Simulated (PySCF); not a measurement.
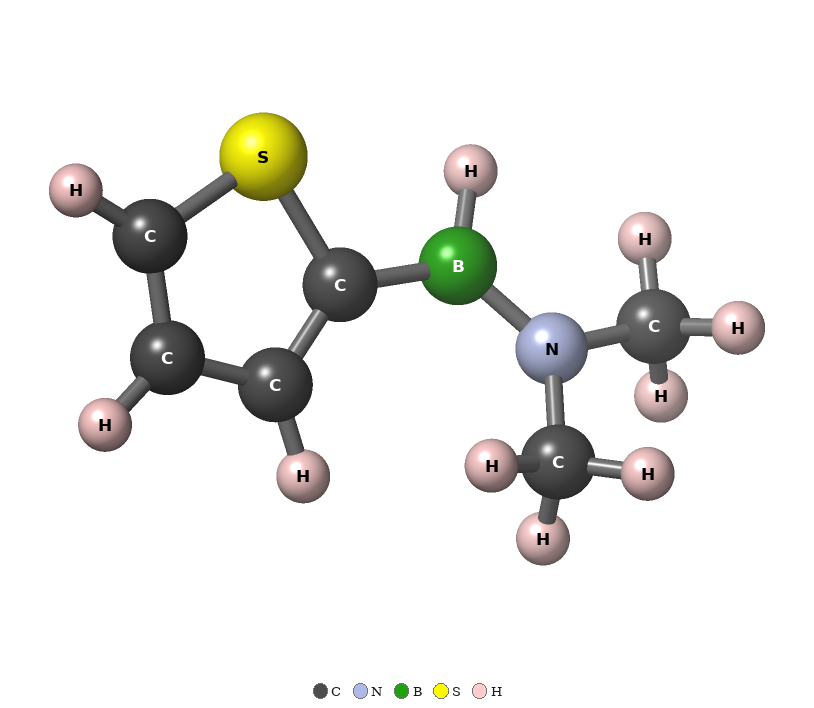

The computed structure is the end point of a PBE0-D3(BJ)/def2-SVP optimisation. No frequency run is at hand to confirm it as a minimum.

**Give the formula.**

C₆H₁₀BNS, 19 atoms: 6 carbon, 10 hydrogen, 1 boron, 1 nitrogen and 1 sulfur.

**What is its SMILES?**

CN(C)Bc1cccs1

**Give the symmetry (Schoenflies symbol).**

C1.

**Count the bonded pairs by element.**

9 C–H, 3 C–C, 2 C–N, 2 C–S, 1 B–N, 1 C–B, 1 B–H.

**Name functional groups in it.**

Among them: B–H bond.

The parts below concern this one geometry. Atoms keep their numbers from picture to picture.

## Levels of theory compared

No frequency run is at hand to confirm it as a minimum. Program: PySCF 2.14.0.

At this fixed geometry, give dipole (D), HOMO–LUMO gap (eV), HOMO energy (eV) at these levels: PBE0/pcSseg-1; PBE0/pcSseg-1 in cyclohexane (IEF-PCM); PBE0/pcSseg-1 in dichloromethane (IEF-PCM); ωB97X-D/def2-SVPD; ωB97X-D/def2-SVPD in cyclohexane (IEF-PCM).

| level | dipole (D) | HOMO–LUMO gap (eV) | HOMO energy (eV) |
| --- | --- | --- | --- |
| PBE0/pcSseg-1 | 2.04 | 5.63 | −6.55 |
| PBE0/pcSseg-1 in cyclohexane (IEF-PCM) | 2.33 | 5.60 | −6.55 |
| PBE0/pcSseg-1 in dichloromethane (IEF-PCM) | 2.69 | 5.57 | −6.59 |
| ωB97X-D/def2-SVPD | 1.96 | 9.06 | −8.32 |
| ωB97X-D/def2-SVPD in cyclohexane (IEF-PCM) | 2.25 | 9.04 | −8.32 |

## Quadrupole coupling

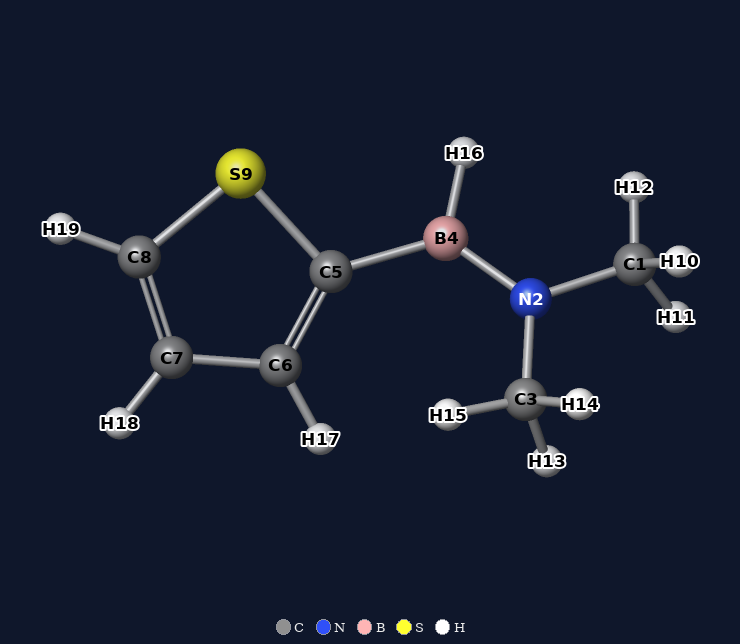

No frequency run is at hand to confirm it as a minimum. Electric field gradients from the ground-state density, PBE0/pcSseg-1 in cyclohexane (IEF-PCM) (PySCF 2.14.0), non-relativistic apart from any core potentials.

Give the largest field-gradient component, the quadrupole coupling constant and the asymmetry for 14N at N2 (Q = 20.44 mb), 11B at B4 (Q = 40.59 mb), 33S at S9 (Q = −67.81 mb).

| atom | V_zz (a.u.) | e²qQ/h (MHz) | η |
| --- | --- | --- | --- |
| N2 | −0.665 | −3.19 | 0.78 |
| B4 | 0.356 | 3.39 | 0.08 |
| S9 | 1.741 | −27.7 | 0.41 |

## Core levels

No frequency run is at hand to confirm it as a minimum. Level of theory: delta-SCF UKS SCAN, pcX-2 on the ionised atom, pcseg-1 elsewhere, spin-free X2C (PySCF 2.14.0).

Give the core-electron binding energies (to vacuum; p and d levels without spin–orbit splitting) of C1 1s, N2 1s, B4 1s, C5 1s, C6 1s, C7 1s, C8 1s, S9 1s, S9 2p.

```csv
atom,level,binding energy (eV)
C1,1s,291.5
N2,1s,404.7
B4,1s,194.7
C5,1s,289.9
C6,1s,289.9
C7,1s,290.1
C8,1s,290.3
S9,1s,2477.4
S9,2p,169.9
```

## Bond orders

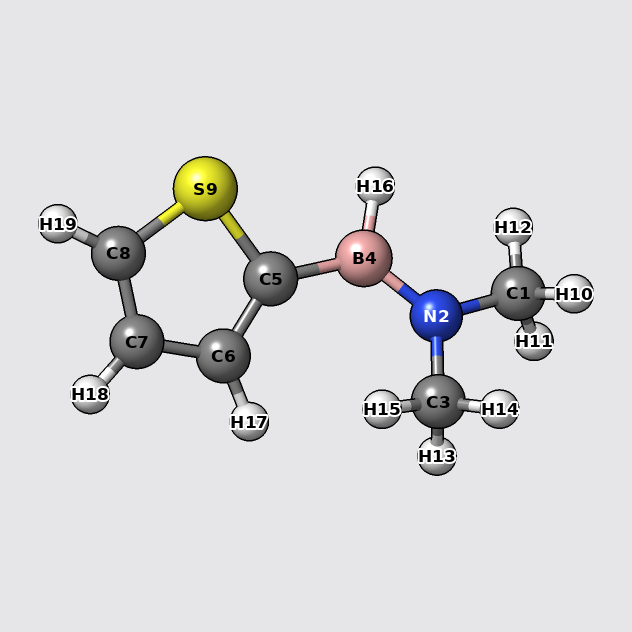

Every bond is drawn as one stick. No frequency run is at hand to confirm it as a minimum. Level of theory: PBE0/pcSseg-1 (PySCF 2.14.0).

List the Mayer bond orders of C1–N2, N2–C3, N2–B4, B4–C5, C5–C6, C5–S9, C6–C7, C7–C8, C8–S9 (bonds between heavy atoms, one of each equivalent set).

```json
{"bond": "C1–N2", "Mayer order": "0.96", "length (Å)": "1.444"}
{"bond": "N2–C3", "Mayer order": "0.95", "length (Å)": "1.443"}
{"bond": "N2–B4", "Mayer order": "1.30", "length (Å)": "1.400"}
{"bond": "B4–C5", "Mayer order": "0.90", "length (Å)": "1.557"}
{"bond": "C5–C6", "Mayer order": "1.54", "length (Å)": "1.386"}
{"bond": "C5–S9", "Mayer order": "1.19", "length (Å)": "1.734"}
{"bond": "C6–C7", "Mayer order": "1.31", "length (Å)": "1.418"}
{"bond": "C7–C8", "Mayer order": "1.54", "length (Å)": "1.374"}
{"bond": "C8–S9", "Mayer order": "1.21", "length (Å)": "1.708"}
```
